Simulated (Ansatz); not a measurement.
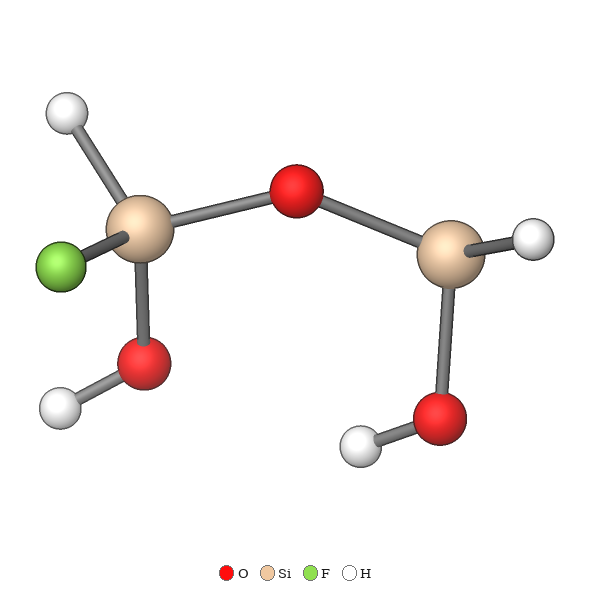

Charge 0, doublet. The geometry was computed by an optimisation with PBE0-D4/def2-TZVP. No frequency run is at hand to confirm it as a minimum.

Give the structural formula.

SMILES: O[SiH]O[Si@@H](O)F

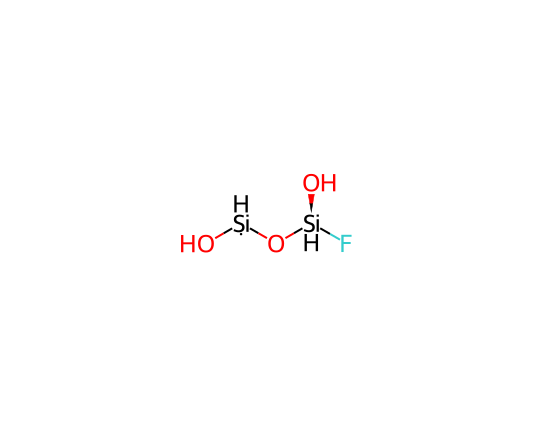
